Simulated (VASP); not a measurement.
Band structure of Ce (relaxed from the hcp structure, space group P6_3/mmc). Computed with r2SCAN meta-GGA, VASP's PBE PAW potentials (set 64) (plane waves; VASP).

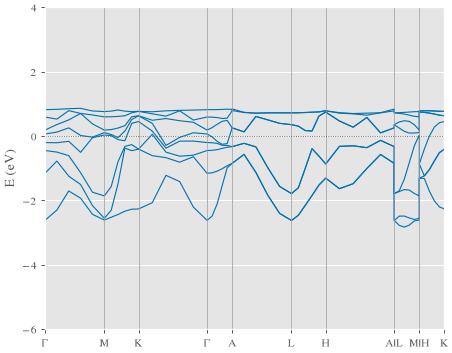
*Bands along high-symmetry lines, zero at the valence-band maximum or, without a gap, the Fermi level*

Task: Read the plot: is there a gap, and where are the band edges?

Result: It has no gap at this level: it comes out as a metal or semimetal.

The structure was generated: Ce was put into the hcp type (P6_3/mmc), which need not be its known phase. It was relaxed first, which changed the volume by -29 %. The run is not spin-polarised, so no magnetic state was tried.
